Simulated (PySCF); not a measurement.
C$_{4}$H$_{8}$N$_{2}$SSi (SMILES [H]/N=C(/C#N)CCS[SiH3])

Input file:

```
{"job": {"kind": "nmr", "xc": "PBE0", "basis": "pcSseg-1"}, "charge": 0, "multiplicity": 1}
N     -2.399496     1.595616    -1.586299
C     -2.356714     0.763352    -0.802102
C     -2.252361    -0.253958     0.200629
N     -3.126299    -1.160407     0.211775
C     -1.070032    -0.089551     1.123761
C      0.233782    -0.023164     0.338050
S      1.643259     0.097290     1.504971
Si     3.261042     0.255323     0.105915
H     -3.015571    -1.863130     0.940195
H     -1.034596    -0.923164     1.829861
H     -1.187655     0.836001     1.694815
H      0.250588     0.851622    -0.312967
H      0.370689    -0.924660    -0.261065
H      2.992271     1.422145    -0.725584
H      3.259478    -0.961947    -0.698532
H      4.424016     0.387575     0.960135
```

Run with:

```sh
OMP_NUM_THREADS=1 python probes_run.py task.json out
```

Geometry: GFN2-xTB.

Level of theory: PBE0/pcSseg-1, SCF density, gas phase, non-relativistic in PySCF.

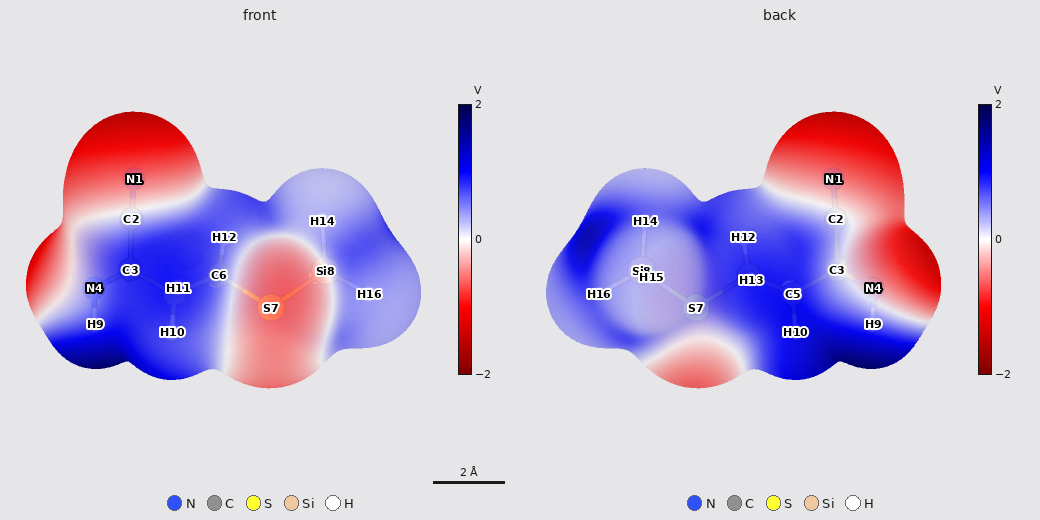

Figure 1. The electrostatic potential painted on the density surface at 0.001 e/bohr³, seen from the front and from behind; red is negative and blue positive.

> Which sites attract a positive test charge, and which a negative one?

A positive charge is drawn to the negative regions and a negative charge to the positive ones. The most negative region (about −1.4 V) lies over N1, the most positive (about +1.8 V) over H9. N1 is the likeliest acceptor of a hydrogen bond.

> How polar is the molecule by this calculation?

Its dipole moment is 3.52 D.

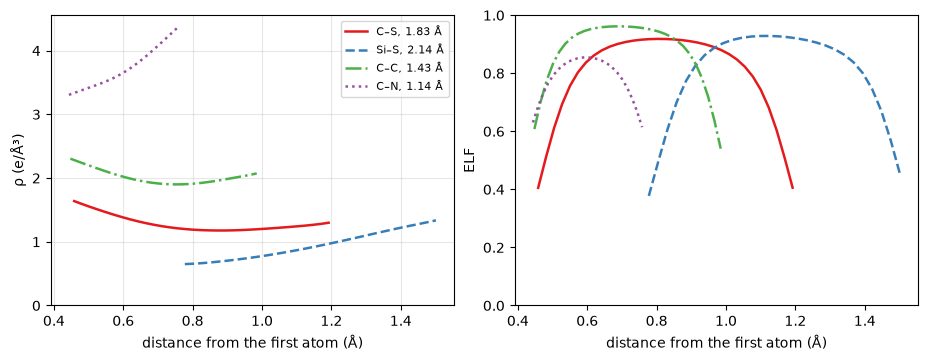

Figure 2. Total electron density and electron localisation function along straight lines between neighbouring atoms. The curves leave out the atomic cores.

> What kind of bonding do the profiles show?

C–S (1.83 Å): ρ at the midpoint is about 1.2 e/Å³; the ELF peaks at about 0.90 between the atoms: localised, covalent bonding.
Si–S (2.14 Å): ρ is about 0.84 e/Å³ halfway; the ELF peaks at about 0.95 between the atoms (a covalent bond).
C–C (1.43 Å): ρ at the midpoint is about 1.9 e/Å³; the ELF peaks at about 0.95 between the atoms (a covalent bond).
C–N (1.14 Å): the density is about 3.6 e/Å³ at the midpoint; the ELF peaks at about 0.85 between the atoms: a short, multiple covalent bond.
